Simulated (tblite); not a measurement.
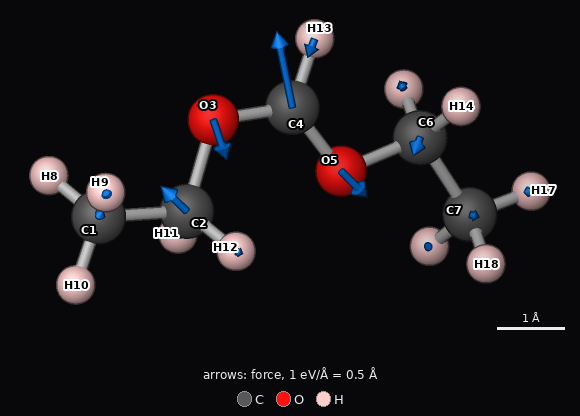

Starting geometry of C₅H₁₁O₂ (multiplicity 2) with the computed forces as blue arrows. Style: ball-and-stick. Shown at a tilt.

All numbers below come from GFN2-xTB geometry optimisation, gas phase (tblite). 

Q: What follows when this structure is relaxed?

A: It isn't relaxed: the largest force vector, on a C atom, is 2.48 eV/Å. The final displacements have little in common with the starting forces (cosine between the two patterns 0.13). An H atom moves most after the best rigid fit: 0.27 Å. Largest moves by element: H 0.27 Å, C 0.24 Å, O 0.11 Å. Near-neighbour distances that change, for instance: C–O 1.345 → 1.381 Å, C–O 1.438 → 1.414 Å, C–C 1.531 → 1.520 Å, C–H 1.089 → 1.098 Å. Bond angles that change, for instance: O–C–O 125.8° → 116.0°, C–O–C 111.6° → 116.4°, O–C–H 120.5° → 117.0°. Over 125 geometry steps the energy falls by 4.80 kcal/mol.
